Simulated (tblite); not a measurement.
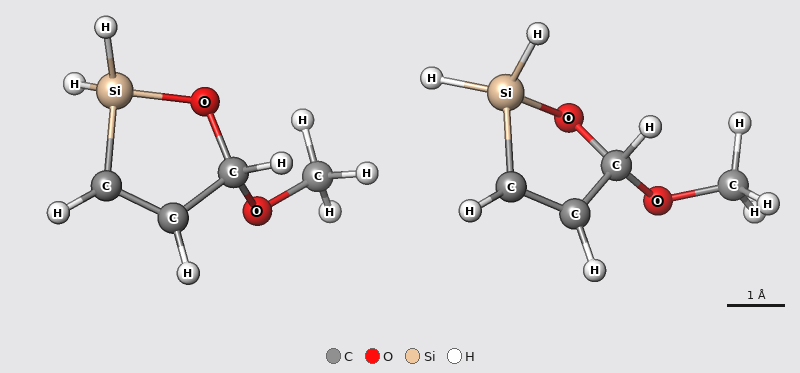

Two geometries of C₄H₈O₂Si, drawn at one scale. One is the start of a relaxation, the other its converged end. The picture is a ball-and-stick view, seen at a tilt.

Theory: GFN2-xTB geometry optimisation, gas phase in tblite. 

Which geometry has the lower energy?

Answer. The left one is the relaxed one. The energy falls by 95.7 kJ/mol in 114 geometry steps. The largest moves after the best rigid fit, 1.14 Å, are those of O and H atoms. By element the largest moves are O 1.14 Å, H 1.14 Å, C 0.60 Å, Si 0.20 Å. Among the contacts that change: O–Si 1.751 → 1.641 Å, C–C 1.447 → 1.506 Å, C–O 1.370 → 1.412 Å, C–H 1.133 → 1.093 Å. Among the angles between lasting bonds that change: C–O–Si 100.0° → 115.3°, C–C–H 131.2° → 122.8°, O–C–O 103.8° → 111.7°. Groups turn about C–O by about 50°, C–O by about 50°, O–Si by about 40°.
